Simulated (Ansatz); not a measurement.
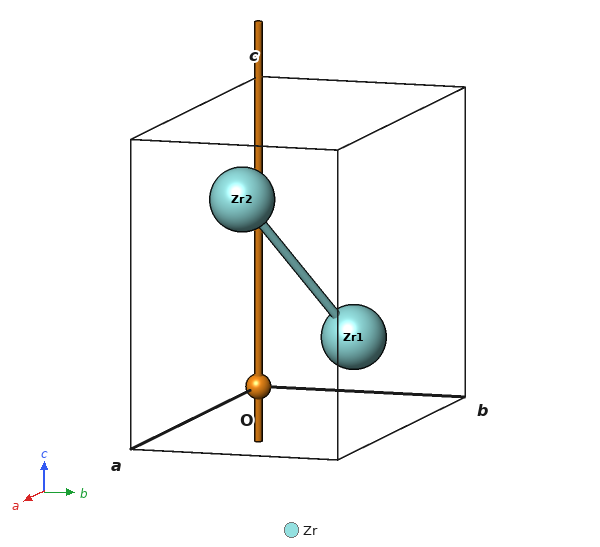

Crystal: Zr, the end point of a relaxation with DFT PBEsol, scalar-relativistic, plane waves, PAW (Ansatz 0.2.0). The coloured rod is the axis of a symmetry operation of the crystal, the small sphere its inversion point. Geometry calculated from the standardised cell; symmetry tolerance 0.002 Å.

a = 3.186 Å, b = 3.186 Å, c = 5.112 Å, α = 90.00°, β = 90.00°, γ = 120.00°.

```json
{"atom": "Zr1", "x": "0.3333", "y": "0.6667", "z": "0.2500"}
{"atom": "Zr2", "x": "0.6667", "y": "0.3333", "z": "0.7500"}
```

Take the operation x, y, z → y, −x+y, −z.

### What kind of operation is it, and where does it lie?

It is a −3 rotoinversion axis with its inversion point at (0, 0, 0), along [0 0 1].

### Onto which atom does it carry each atom (up to whole multiples of a, b and c)?

Zr1 → Zr2, Zr2 → Zr1.
